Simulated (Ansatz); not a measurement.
# How fast states decay through Rb2InBF6, part 2 of 3

Wanted: the relaxed cell of Rb2InBF6, its band edges and its decay constants. It is built by putting Rb for Cs, B for Al in the Cs2AlInF6 structure of space group Fm-3m, with the volume rescaled by atomic radii. The parent structure comes from the Materials Project.

Ansatz 0.2.0; r2SCAN DFT, plane waves, PAW files (the session's first sound run).

So far. Step 2 (Relaxing the new crystal): The largest force component on a free atom ends at 0.0027 eV/Å.

The structure was built from a prototype and need not be the compound's stable phase.

### 3. Band edges

The energy window and the wavevectors of the next steps follow from the band edges, so these are searched first, off the mesh as well.

input.yaml

```yaml
crystal:
  lattice:
    - [0.0, 4.2470471573, 4.2470471573]
    - [4.2470471573, 0.0, 4.2470471573]
    - [4.2470471573, 4.2470471573, 0.0]
  atoms:
    - { symbol: Rb, position: [0.75, 0.75, 0.75] }
    - { symbol: Rb, position: [0.25, 0.25, 0.25] }
    - { symbol: B, position: [0.0, 0.0, 0.0] }
    - { symbol: In, position: [0.5, 0.5, 0.5] }
    - { symbol: F, position: [0.8075564782, 0.1924435218, 0.1924435218] }
    - { symbol: F, position: [0.1924435218, 0.1924435218, 0.8075564782] }
    - { symbol: F, position: [0.1924435218, 0.8075564782, 0.8075564782] }
    - { symbol: F, position: [0.1924435218, 0.8075564782, 0.1924435218] }
    - { symbol: F, position: [0.8075564782, 0.1924435218, 0.8075564782] }
    - { symbol: F, position: [0.8075564782, 0.8075564782, 0.1924435218] }
kpoints:
  mp_grid: { grid: [6, 6, 6] }
  band_path: { path: [VBM, CBM], npoints: 30 }
scf:
  occupations: { method: fixed }
hamiltonian:
  xc: r2scan
output:
  eigenvalues: true
  write_potential: true
  write_density: true
  volumetric_format: npy
```

Command:

```console
$ ansatz run input.yaml --threads 2 --pin off --max-ram 4096MiB --backend cpu --events-out ev --progress --plain --runs-dir out
```

Numbers of over 12 decimals in the logs are rounded to 6 here.

Output:

```text
[...]
Crystal: 10 atoms, lattice volume = 153.211 Å³
Basis set: ecut = 500 eV, 3839 PW (Γ), exchange–correlation on 180×180×180 points (64 copies of the dense FFT grid, shifted against one another)
Bands: 48, of which v1, the nominal top of the filled ones, is band 38 counted from 1 (37 counted from 0)
Symmetry: 48 space group operations
[...]
k-points: 16 of 216
[...]
SCF iter   1: F=—  HF=-17190.432336 eV  |F-HF|=—  |Δ(HF+E_count)|=         —  Δρ=9.64e-3  dr2=1.16e-1  dr2_τ=2.66e-1  ethr=1.77e-3  ⟨swp⟩=5.0  Hψ=2939  notcnv=0  defer=116
[...]
SCF iter   7: F=-17190.634086 eV  HF=-17190.634086 eV  |F-HF|=3.00e-9  |Δ(HF+E_count)|=   1.61e-7  Δρ=2.68e-6  dr2=1.35e-8  dr2_τ=2.65e-9  ethr=1.32e-10  ⟨swp⟩=13.4  Hψ=3895  notcnv=0
SCF 1 converged in 7 iterations: F = -17190.634086 eV  dr2 = 1.35e-8
[...]
NSCF: frozen V_eff on 16 k-points
[...]
SCF converged after 7 iterations
Free energy (F): -17190.634086 eV
[...]
Internal energy: -17190.634086 eV  (E = F + TS)
E sigma→0 (E₀):  -17190.634086 eV
Fermi energy:    4.996477 eV
[...]
--- Band table (eV; the first three rows and the last of 16) ---
  k-point 0: bands = [... 34 lower, 2.7313, 2.7313, 2.7313, 3.5456, 9.7742, 9.7742, 9.7742, 12.1809, ... 6 higher]
  k-point 1: bands = [... 34 lower, 2.7040, 2.7040, 2.7160, 3.8446, 9.6063, 9.9373, 9.9373, 12.3935, ... 6 higher]
  k-point 2: bands = [... 34 lower, 2.6550, 2.6550, 2.6842, 4.2683, 9.4496, 10.2648, 10.2648, 12.9944, ... 6 higher]
  k-point 15: bands = [... 34 lower, 2.5826, 2.6116, 2.6797, 4.9251, 9.9323, 10.1594, 10.3429, 12.8075, ... 6 higher]
```

Wall time 15 s (2 threads of Intel Xeon 6975P-C (Granite Rapids), shared host); peak memory 0.82 GiB; 28 s of CPU time.

The column dr2 measures how far the density is from self-consistency, as an energy; F and HF (Harris–Foulkes) agree once it is small.

This step gave:

```
Fermi energy        : 4.996 eV
gap on the k-mesh   : 4.434 eV
gap on path         : 4.434 eV, by band count; negative where bands overlap
direct gap on path  : 4.826 eV
edge places on path : 0, 0.6406 1/A along the path
```

Electronic bands along the path, in eV, zero at the Fermi level (highest filled level under fixed occupations); v1 is the highest filled band, c1 the lowest empty one:

```tsv
point	v4	v3	v2	v1	c1	c2	c3	c4
VBM	-2.41	-2.41	-2.28	0.00	4.83	5.28	5.28	7.64
CBM	-2.36	-2.36	-2.33	-0.56	4.43	5.43	5.43	8.59
```

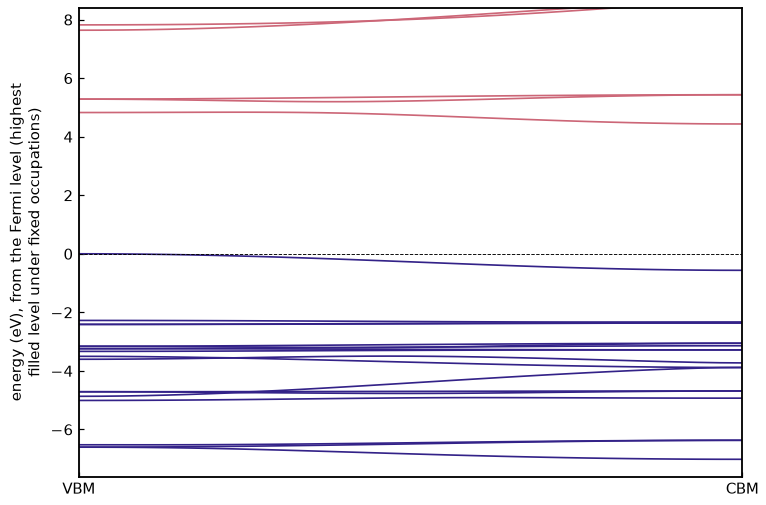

Electronic bands along the path; lines of filled and empty bands in two colours.

The searched edges give 4.43 eV, as on the mesh.

### 4. Complex bands, plane (111)

This step: r2SCAN DFT, plane waves, PAW files; complex bands by layer matching along the plane's normal (Ansatz 0.2.0).

The same crystal is laid in a cell whose first two vectors span the (111) plane (indices of the standard conventional cell, whose axes can be ordered otherwise than in the bulk input). At fixed energy and wavevector in the plane the solver finds all kz, real and complex. A few wavevectors are listed, (0, 0) and (-0.5, -0.5) in units of the plane's reciprocal vectors; the slowest state needn't be among them.

input.yaml

```yaml
crystal:
  lattice:
    - [6.00623169, 0.0, 0.0]
    - [3.003115845, 5.201549224, 0.0]
    - [3.003115845, 1.733849741, 4.904067639]
  atoms:
    - { symbol: Rb, position: [0.25, 0.25, 0.25] }
    - { symbol: Rb, position: [0.75, 0.75, 0.75] }
    - { symbol: B, position: [0.0, 0.0, 0.0] }
    - { symbol: In, position: [0.5, 0.5, 0.5] }
    - { symbol: F, position: [0.8075564782, 0.8075564782, 0.1924435218] }
    - { symbol: F, position: [0.8075564782, 0.1924435218, 0.1924435218] }
    - { symbol: F, position: [0.1924435218, 0.1924435218, 0.8075564782] }
    - { symbol: F, position: [0.1924435218, 0.8075564782, 0.1924435218] }
    - { symbol: F, position: [0.8075564782, 0.1924435218, 0.8075564782] }
    - { symbol: F, position: [0.1924435218, 0.8075564782, 0.8075564782] }
kpoints:
  mp_grid: { grid: [6, 6, 6] }
scf:
  occupations: { method: fixed }
hamiltonian:
  xc: r2scan
output:
  eigenvalues: true
  transmission:
    leads: [[0, 0]]
    kpoints: [[0.0, 0.0], [-0.5, -0.5]]
    e_range: [-1.0, 5.43]
    de: 0.11
```

Output:

```text
[...]
Crystal: 10 atoms, lattice volume = 153.211 Å³
Basis set: ecut = 500 eV, 3839 PW (Γ), exchange–correlation on 180×180×180 points (64 copies of the dense FFT grid, shifted against one another)
Bands: 48, of which v1, the nominal top of the filled ones, is band 38 counted from 1 (37 counted from 0)
Symmetry: 48 space group operations
[...]
k-points: 16 of 216
[...]
SCF iter   1: F=—  HF=-17190.432304 eV  |F-HF|=—  |Δ(HF+E_count)|=         —  Δρ=9.64e-3  dr2=1.16e-1  dr2_τ=2.66e-1  ethr=1.77e-3  ⟨swp⟩=5.0  Hψ=2939  notcnv=0  defer=116
[...]
SCF iter   7: F=-17190.634086 eV  HF=-17190.634086 eV  |F-HF|=2.99e-9  |Δ(HF+E_count)|=   1.64e-7  Δρ=2.72e-6  dr2=1.38e-8  dr2_τ=2.68e-9  ethr=1.32e-10  ⟨swp⟩=13.8  Hψ=3900  notcnv=0
SCF 1 converged in 7 iterations: F = -17190.634086 eV  dr2 = 1.38e-8
[...]
transmission: 9 of 18 steps passed
transmission: 18 of 18 steps passed
SCF converged after 7 iterations
Free energy (F): -17190.634086 eV
[...]
Internal energy: -17190.634086 eV  (E = F + TS)
E sigma→0 (E₀):  -17190.634086 eV
Fermi energy:    4.996477 eV
[...]
--- Band table (eV; the first three rows and the last of 16) ---
  k-point 0: bands = [... 34 lower, 2.7313, 2.7313, 2.7313, 3.5456, 9.7742, 9.7742, 9.7742, 12.1809, ... 6 higher]
  k-point 1: bands = [... 34 lower, 2.7040, 2.7040, 2.7160, 3.8446, 9.6063, 9.9373, 9.9373, 12.3935, ... 6 higher]
  k-point 2: bands = [... 34 lower, 2.6550, 2.6550, 2.6842, 4.2683, 9.4496, 10.2648, 10.2648, 12.9944, ... 6 higher]
  k-point 15: bands = [... 34 lower, 2.5826, 2.6116, 2.6797, 4.9251, 9.9323, 10.1594, 10.3429, 12.8075, ... 6 higher]
--- Transmission ---
  basis      : 313 plane waves across, 9 finite elements along
  points     : 2, as listed
  energies   : 59 from -1.000000 to 5.380000 eV about the Fermi level, 0.110000 eV apart; the leads are filled to 2.217202 eV, and channels, transmission and decay are at 2.190000 eV
  crystal 0  : Rb2F6B1In1, at the sites [0, 0], period 4.9041 Å: whole cells are its period
    offset         : up to 0.0000 Å between an atom of the period and one for which it stands
    channels       : 0.000000e0 a spin
    conductance    : none, the energies end too early or step too widely for 300 K: set another output.transmission.e_range or a lower de, or, where they end at an eighth of basis.ecutwfc, a higher one
    slowest decay  : 0.5243 /Å at (-0.5000, -0.5000)
```

It took 95 s on 2 threads; peak memory 1.5 GiB.

Numbers from this step:

* level to which the leads are filled: 2.217 eV from the Fermi level
* decay constant at the filling level, zone centre: 0.5483 Å⁻¹
* decay constant at the filling level, slowest listed point: 0.5243 Å⁻¹

K parallel (0, 0); values up to 1.5 1/Å, a degenerate pair printed once or twice; energies at which all values exceed this have no row. Table of Im kz of the slowest decaying states by energy, zero at the highest filled level on the SCF mesh:

```tsv
energy (eV)	decay 1 (Å⁻¹)	decay 2 (Å⁻¹)	decay 3 (Å⁻¹)	decay 4 (Å⁻¹)
-1.000	0.595	0.789	0.960	1.03
-0.450	0.177	0.619	0.807	0.933
-0.010	0.397	0.627	0.816	0.895
0.540	0.611	0.628	0.821	1.03
0.980	0.596	0.622	0.821	1.07
1.530	0.578	0.606	0.816	1.04
1.970	0.559	0.588	0.808	1.03
2.520	0.529	0.555	0.793	1.00
2.960	0.497	0.520	0.777	0.982
3.510	0.443	0.462	0.750	0.955
3.950	0.374	0.395	0.723	0.932
4.500	0.250	0.279	0.680	0.901
5.050	0.191	0.434	0.625	0.871
```

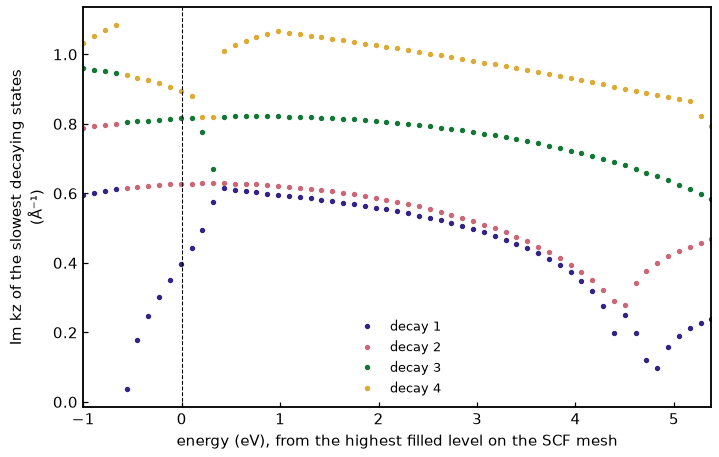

Im kz of the slowest decaying states, plotted against energy.

K parallel (-0.5, -0.5); values up to 1.5 1/Å, a degenerate pair printed once or twice; energies at which all values exceed this have no row. Table of Im kz of the slowest decaying states by energy, zero at the highest filled level on the SCF mesh:

```tsv
energy (eV)	decay 1 (Å⁻¹)	decay 2 (Å⁻¹)	decay 3 (Å⁻¹)	decay 4 (Å⁻¹)
-1.000	0.303	0.562	0.692	0.849
-0.450	0.577	0.733	0.886	0.907
-0.010	0.581	0.755	0.907	0.908
0.540	0.360	0.579	0.771	0.906
0.980	0.451	0.572	0.778	0.901
1.530	0.524	0.556	0.779	0.889
1.970	0.536	0.568	0.773	0.873
2.520	0.502	0.629	0.750	0.757
2.960	0.465	0.652	0.736	0.900
3.510	0.397	0.604	0.698	0.901
3.950	0.309	0.557	0.653	0.883
4.500	0.418	0.521	0.567	0.853
5.050	0.135	0.386	0.560	0.793
```

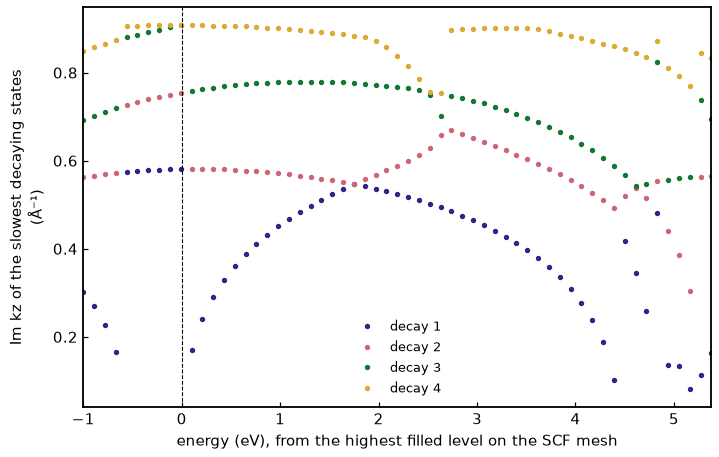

Im kz of the slowest decaying states against energy.

At the listed wavevectors the last open channel is at -0.01 eV and the next at +4.50 eV on the grid. At +2.19 eV, the grid energy nearest the filling level (the middle of the gap on the SCF mesh), the slowest state at the listed wavevectors decays with κ = 0.524 Å⁻¹, its amplitude falling by e over 1.9 Å. Through 1 nm of this crystal that state's transmission falls by exp(−2 × 0.524 Å⁻¹ × 10 Å) = 2.8e-5.

### 5. Decay over the two-dimensional zone

The listed points could miss the slowest state, so one energy near mid-gap is solved on a mesh of 8×8.

Edit input.yaml of step 4 so:

```diff
@@ -24,6 +24,2 @@
   eigenvalues: true
-  transmission:
-    leads: [[0, 0]]
-    kpoints: [[0.0, 0.0], [-0.5, -0.5]]
-    e_range: [-1.0, 5.43]
-    de: 0.11
+  transmission: { leads: [[0, 0]], kmesh: [8, 8], e_range: [2.22, 2.23], de: 0.05 }
```

Output:

```text
[...]
Crystal: 10 atoms, lattice volume = 153.211 Å³
Basis set: ecut = 500 eV, 3839 PW (Γ), exchange–correlation on 180×180×180 points (64 copies of the dense FFT grid, shifted against one another)
Bands: 48, of which v1, the nominal top of the filled ones, is band 38 counted from 1 (37 counted from 0)
Symmetry: 48 space group operations
[...]
k-points: 16 of 216
[...]
SCF iter   1: F=—  HF=-17190.432304 eV  |F-HF|=—  |Δ(HF+E_count)|=         —  Δρ=9.64e-3  dr2=1.16e-1  dr2_τ=2.66e-1  ethr=1.77e-3  ⟨swp⟩=5.0  Hψ=2939  notcnv=0  defer=116
[...]
SCF iter   7: F=-17190.634086 eV  HF=-17190.634086 eV  |F-HF|=2.99e-9  |Δ(HF+E_count)|=   1.64e-7  Δρ=2.72e-6  dr2=1.38e-8  dr2_τ=2.68e-9  ethr=1.32e-10  ⟨swp⟩=13.8  Hψ=3900  notcnv=0
SCF 1 converged in 7 iterations: F = -17190.634086 eV  dr2 = 1.38e-8
[...]
transmission: 18 of 90 steps passed
transmission: 36 of 90 steps passed
[...]
transmission: 90 of 90 steps passed
SCF converged after 7 iterations
Free energy (F): -17190.634086 eV
[...]
Internal energy: -17190.634086 eV  (E = F + TS)
E sigma→0 (E₀):  -17190.634086 eV
Fermi energy:    4.996477 eV
[...]
--- Band table (eV; the first three rows and the last of 16) ---
  k-point 0: bands = [... 34 lower, 2.7313, 2.7313, 2.7313, 3.5456, 9.7742, 9.7742, 9.7742, 12.1809, ... 6 higher]
  k-point 1: bands = [... 34 lower, 2.7040, 2.7040, 2.7160, 3.8446, 9.6063, 9.9373, 9.9373, 12.3935, ... 6 higher]
  k-point 2: bands = [... 34 lower, 2.6550, 2.6550, 2.6842, 4.2683, 9.4496, 10.2648, 10.2648, 12.9944, ... 6 higher]
  k-point 15: bands = [... 34 lower, 2.5826, 2.6116, 2.6797, 4.9251, 9.9323, 10.1594, 10.3429, 12.8075, ... 6 higher]
--- Transmission ---
  basis      : 313 plane waves across, 9 finite elements along
  points     : 10, standing for a mesh of 8 x 8
  energies   : 1 from 2.220000 to 2.220000 eV about the Fermi level; the leads are filled to 2.217202 eV, and channels, transmission and decay are at 2.220000 eV
[...]
channels       : 0.000000e0 a spin
    conductance    : none, crystal 0 has no channel at the energies, or these end too early or step too widely for 300 K: set another output.transmission.e_range or a lower de, or, where they end at an eighth of basis.ecutwfc, a higher one
    slowest decay  : 0.5225 /Å at (0.5000, 0.0000)
```

The job ended after 32 s (2 threads; peak memory 1.4 GiB; 62 s of CPU time).

Numbers from this step:

* least decay constant on the mesh: 0.5225 Å⁻¹

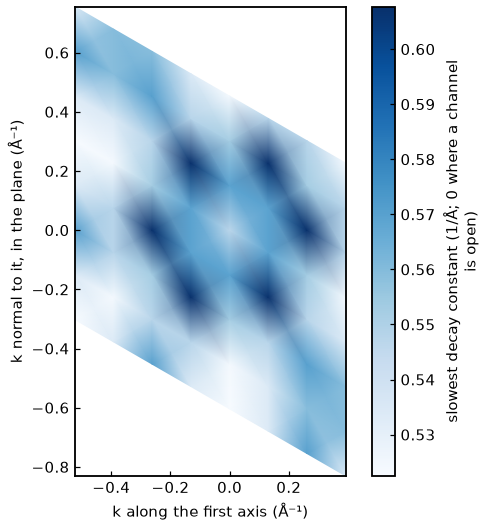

Slowest decay constant (1/Å; 0 where a channel is open) over k1 and k2. At 2.2200 eV from the Fermi level.

The least value on the mesh is 0.522 Å⁻¹ at +2.22 eV. At that energy the listed points give about 0.522 Å⁻¹ by interpolation, so the mesh holds no clearly slower state.

### 6. Decaying states in the gap, plane (001)

The same for the (001) plane, at (0, 0) and (-0.5, 0), to see how the decay depends on direction.

input.yaml

```yaml
crystal:
  lattice:
    - [6.00623169, 0.0, 0.0]
    - [0.0, 6.00623169, 0.0]
    - [3.003115845, 3.003115845, 4.247047157]
  atoms:
    - { symbol: Rb, position: [0.75, 0.25, 0.5] }
    - { symbol: Rb, position: [0.25, 0.75, 0.5] }
    - { symbol: B, position: [0.0, 0.0, 0.0] }
    - { symbol: In, position: [0.5, 0.5, 0.0] }
    - { symbol: F, position: [0.1924435218, 0.8075564782, 0.0] }
    - { symbol: F, position: [0.8075564782, 0.8075564782, 0.3848870436] }
    - { symbol: F, position: [0.8075564782, 0.1924435218, 0.0] }
    - { symbol: F, position: [0.1924435218, 0.1924435218, 0.0] }
    - { symbol: F, position: [0.8075564782, 0.8075564782, 0.0] }
    - { symbol: F, position: [0.1924435218, 0.1924435218, 0.6151129564] }
kpoints:
  mp_grid: { grid: [6, 6, 6] }
scf:
  occupations: { method: fixed }
hamiltonian:
  xc: r2scan
output:
  eigenvalues: true
  transmission:
    leads: [[0, 0]]
    kpoints: [[0.0, 0.0], [-0.5, 0.0]]
    e_range: [-1.0, 5.43]
    de: 0.16
```

Output:

```text
[...]
Crystal: 10 atoms, lattice volume = 153.211 Å³
Basis set: ecut = 500 eV, 3839 PW (Γ), exchange–correlation on 180×180×180 points (64 copies of the dense FFT grid, shifted against one another)
Bands: 48, of which v1, the nominal top of the filled ones, is band 38 counted from 1 (37 counted from 0)
Symmetry: 48 space group operations
[...]
k-points: 16 of 216
[...]
SCF iter   1: F=—  HF=-17190.432340 eV  |F-HF|=—  |Δ(HF+E_count)|=         —  Δρ=9.64e-3  dr2=1.16e-1  dr2_τ=2.66e-1  ethr=1.77e-3  ⟨swp⟩=5.0  Hψ=2941  notcnv=0  defer=115
[...]
SCF iter   7: F=-17190.634086 eV  HF=-17190.634086 eV  |F-HF|=1.96e-9  |Δ(HF+E_count)|=   1.66e-7  Δρ=3.30e-6  dr2=1.82e-8  dr2_τ=3.65e-9  ethr=1.32e-10  ⟨swp⟩=13.7  Hψ=3829  notcnv=0
SCF 1 converged in 7 iterations: F = -17190.634086 eV  dr2 = 1.82e-8
[...]
transmission: 8 of 16 steps passed
transmission: 16 of 16 steps passed
SCF converged after 7 iterations
Free energy (F): -17190.634086 eV
[...]
Internal energy: -17190.634086 eV  (E = F + TS)
E sigma→0 (E₀):  -17190.634086 eV
Fermi energy:    4.996474 eV
[...]
--- Band table (eV; the first three rows and the last of 16) ---
  k-point 0: bands = [... 34 lower, 2.7313, 2.7313, 2.7313, 3.5456, 9.7742, 9.7742, 9.7742, 12.1809, ... 6 higher]
  k-point 1: bands = [... 34 lower, 2.6873, 2.6873, 2.7284, 3.9555, 9.7159, 9.9016, 9.9016, 12.3307, ... 6 higher]
  k-point 2: bands = [... 34 lower, 2.6142, 2.6142, 2.7225, 4.6520, 9.7601, 10.1550, 10.1550, 12.6475, ... 6 higher]
  k-point 15: bands = [... 34 lower, 2.5932, 2.6410, 2.6490, 4.7888, 9.8499, 10.1311, 10.4231, 13.0382, ... 6 higher]
--- Transmission ---
  basis      : 373 plane waves across, 8 finite elements along
  points     : 2, as listed
[...]
crystal 0  : B1F6In1Rb2, at the sites [0, 0], period 4.2470 Å: whole cells are its period
[...]
channels       : 0.000000e0 a spin
[...]
slowest decay  : 0.4497 /Å at (0.0000, 0.0000)
```

It took 91 s on 2 threads; peak memory 1.6 GiB; 2.3 min of CPU time.

This step gave:

```yaml
decay_constant_at_the_filling_level_zone_centre: 0.4497 Å⁻¹
decay_constant_at_the_filling_level_slowest_listed_point: 0.4497 Å⁻¹
```

K parallel (0, 0); values up to 1.5 1/Å, a degenerate pair printed once or twice; energies at which all values exceed this have no row. Im kz of the slowest decaying states against energy, zero at the highest filled level on the SCF mesh:

```tsv
energy (eV)	decay 1 (Å⁻¹)	decay 2 (Å⁻¹)	decay 3 (Å⁻¹)	decay 4 (Å⁻¹)
-1.00	0.583	0.667	0.895	0.975
-0.04	0.597	0.730	0.922	0.989
0.92	0.337	0.596	0.742	0.921
2.04	0.441	0.572	0.711	0.861
3.00	0.481	0.526	0.639	0.777
3.96	0.431	0.495	0.495	0.677
4.92	0.205	0.249	0.481	0.563
```

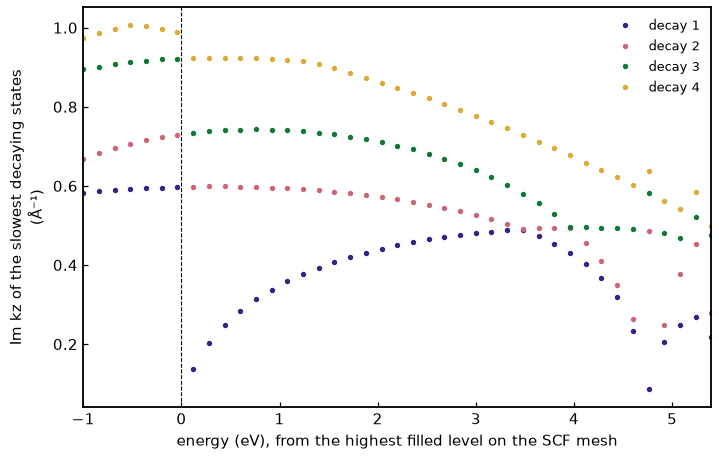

Im kz of the slowest decaying states, plotted against energy.

K parallel (-0.5, 0); values up to 1.5 1/Å, a degenerate pair printed once or twice; energies at which all values exceed this have no row. The Im kz of the slowest decaying states by energy, zero at the highest filled level on the SCF mesh:

```tsv
energy (eV)	decay 1 (Å⁻¹)	decay 2 (Å⁻¹)	decay 3 (Å⁻¹)	decay 4 (Å⁻¹)
-1.000	0.341	0.785	0.899	0.957
-0.520	0.826	0.934	0.982	1.02
-0.040	0.355	0.863	0.967	0.983
0.440	0.442	0.898	0.979	0.996
0.920	0.494	0.912	0.925	0.970
1.560	0.547	0.808	0.940	0.952
2.040	0.599	0.721	0.926	0.934
2.520	0.642	0.899	0.911	0.950
3.000	0.624	0.859	0.883	0.931
3.480	0.618	0.781	0.848	0.908
3.960	0.395	0.749	0.804	0.881
4.440	0.745	0.781	0.849	0.955
4.920	0.0765	0.655	0.694	0.811
```

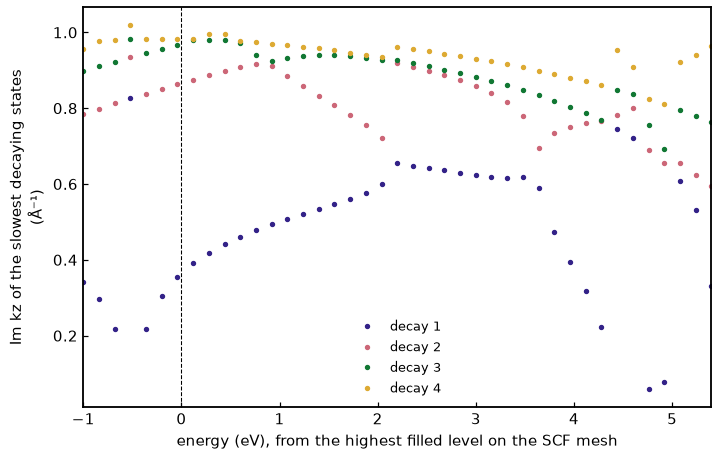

Im kz of the slowest decaying states against energy.

At the listed wavevectors the last open channel is at -0.04 eV and the next at +4.44 eV on the grid. At +2.20 eV, the grid energy nearest the filling level (the middle of the gap on the SCF mesh), the slowest state at the listed wavevectors decays with κ = 0.450 Å⁻¹, its amplitude falling by e over 2.2 Å; the first such run, plane (111), gave 0.524 Å⁻¹.

(Continued in part 3 of 3.)

[Logs are printed without paths, hosts, clocks, repeated set-up lines and the standing remarks that a program may print on its own settings, such as how far it seeks lower states.]

[Hosts, paths, dates, database ids (printed as entryN), source tags and the programs' standing remarks are cut or masked in the printed files.]
